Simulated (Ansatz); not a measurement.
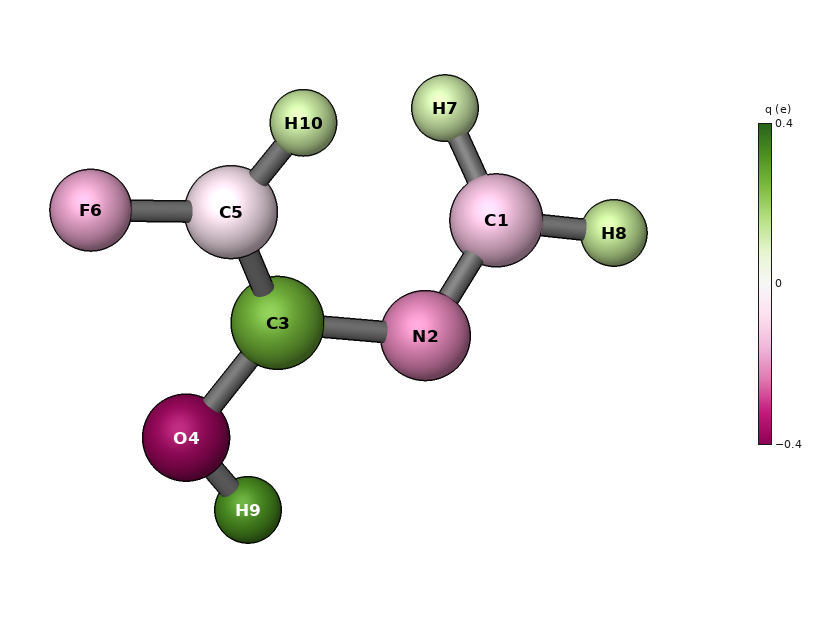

Atoms are coloured by their Mulliken charges. The geometry was computed by an optimisation with PBE0-D4/def2-TZVP. No frequency run is at hand to confirm it as a minimum. Method: RKS PBE0-D4/def2-TZVP (Ansatz 0.2.0).

List the Mulliken charges.

```tsv
atom	value (e)
C1	−0.14
N2	−0.22
C3	0.27
O4	−0.38
C5	−0.06
F6	−0.18
H7	0.12
H8	0.14
H9	0.32
H10	0.13
```

Mulliken values depend strongly on the basis set and can even reverse the polarity of a bond.
